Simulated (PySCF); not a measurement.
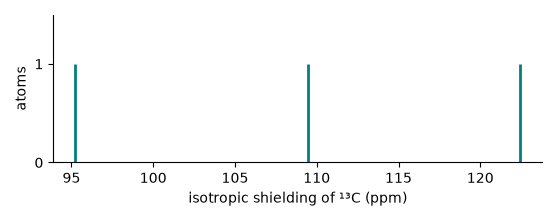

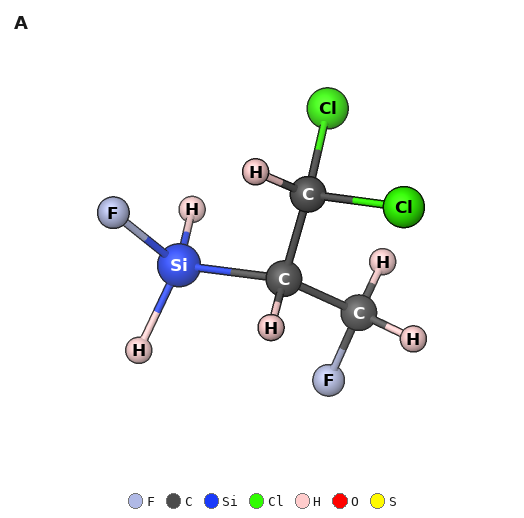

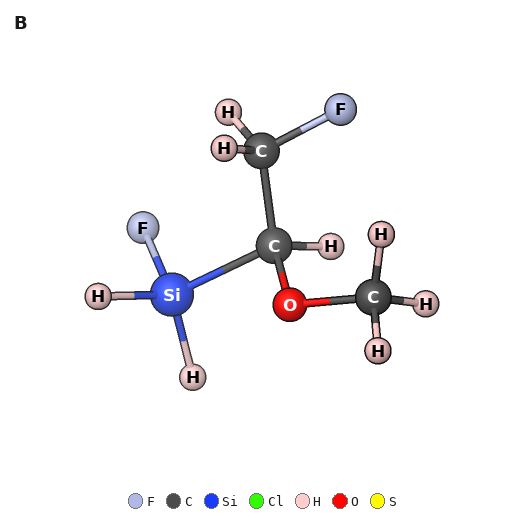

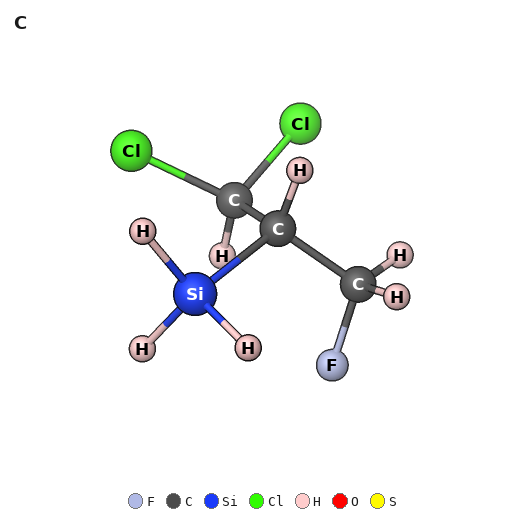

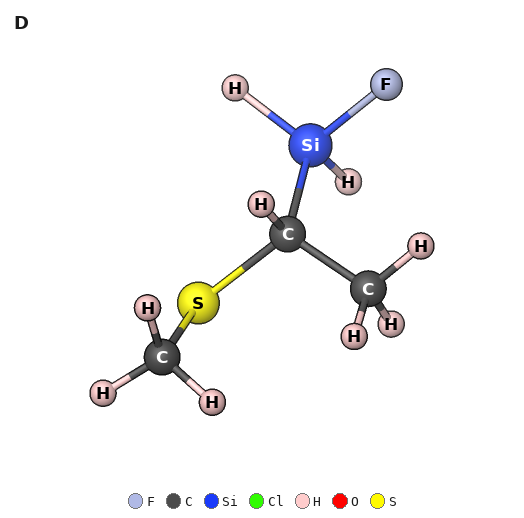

The sticks are computed shieldings of one of the molecules, for one fixed geometry (GFN2-xTB) without averaging over rotations. Low shielding means a high chemical shift. Method: GIAO PBE0/pcSseg-1 NMR shielding, non-relativistic, gas phase (PySCF 2.14.0).

### Match the spectrum to a structure.

B, `CO[C@H](CF)[SiH2]F`. Its 3 C atoms give lines at 95.2, 109.4, 122.4 ppm.

The geometry is semi-empirical. Around Si such bond lengths and angles can be off by a tenth of an ångström or more and by several degrees, and values that hang on the shape move with them.
